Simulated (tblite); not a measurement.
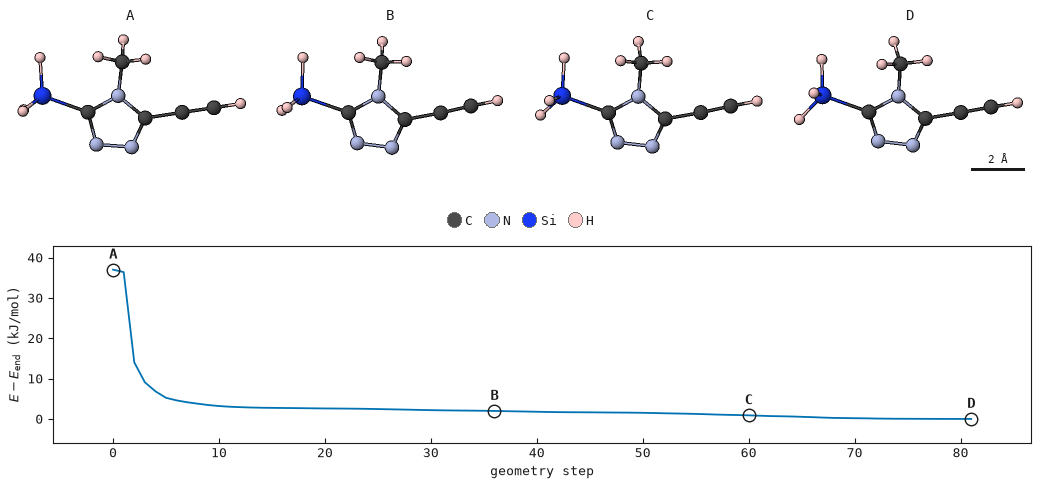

Frames of a relaxation of C₅H₇N₃Si, marked on the history of the run. Style: ball-and-stick. Shown at a tilt.

Computed with tblite 0.8.0, GFN2-xTB geometry optimisation, gas phase. 

What happens along the run?

An H atom moves most after the best rigid fit: 0.83 Å. By element the largest moves are H 0.83 Å, N 0.27 Å, C 0.15 Å, Si 0.08 Å. Some distances before and after: C–N 1.362 → 1.312 Å, H–Si 1.493 → 1.453 Å, C–C 1.237 → 1.201 Å, C–Si 1.836 → 1.871 Å. Among the angles between lasting bonds that change: H–Si–H 104.4° → 112.3°, C–Si–H 113.4° → 107.5°, N–C–H 114.4° → 109.0°. Groups turn about C–Si by about 35°. The energy falls by 37.0 kJ/mol in 81 geometry steps. From step 0 to 36: an H atom moves most (0.23 Å), energy −35.0 kJ/mol. From step 36 to 60: an H atom moves most (0.29 Å), energy −1.09 kJ/mol. From step 60 to 81: H atoms move most (0.33 Å), energy −0.89 kJ/mol.

```json
{"step": "0", "E − E(0), kJ/mol": "0.00"}
{"step": "1", "E − E(0), kJ/mol": "-0.61"}
{"step": "2", "E − E(0), kJ/mol": "-22.99"}
{"step": "3", "E − E(0), kJ/mol": "-27.93"}
{"step": "4", "E − E(0), kJ/mol": "-30.17"}
{"step": "5", "E − E(0), kJ/mol": "-31.78"}
{"step": "6", "E − E(0), kJ/mol": "-32.42"}
{"step": "7", "E − E(0), kJ/mol": "-32.88"}
{"step": "8", "E − E(0), kJ/mol": "-33.23"}
{"step": "9", "E − E(0), kJ/mol": "-33.57"}
{"step": "10", "E − E(0), kJ/mol": "-33.81"}
{"step": "14", "E − E(0), kJ/mol": "-34.23"}
{"step": "17", "E − E(0), kJ/mol": "-34.32"}
{"step": "21", "E − E(0), kJ/mol": "-34.43"}
{"step": "25", "E − E(0), kJ/mol": "-34.56"}
{"step": "29", "E − E(0), kJ/mol": "-34.78"}
{"step": "32", "E − E(0), kJ/mol": "-34.90"}
{"step": "36", "E − E(0), kJ/mol": "-35.03"}
{"step": "40", "E − E(0), kJ/mol": "-35.23"}
{"step": "44", "E − E(0), kJ/mol": "-35.36"}
{"step": "47", "E − E(0), kJ/mol": "-35.41"}
{"step": "51", "E − E(0), kJ/mol": "-35.54"}
{"step": "55", "E − E(0), kJ/mol": "-35.76"}
{"step": "59", "E − E(0), kJ/mol": "-36.05"}
{"step": "62", "E − E(0), kJ/mol": "-36.30"}
{"step": "66", "E − E(0), kJ/mol": "-36.57"}
{"step": "70", "E − E(0), kJ/mol": "-36.83"}
{"step": "74", "E − E(0), kJ/mol": "-36.96"}
{"step": "77", "E − E(0), kJ/mol": "-36.99"}
{"step": "81", "E − E(0), kJ/mol": "-37.01"}
```
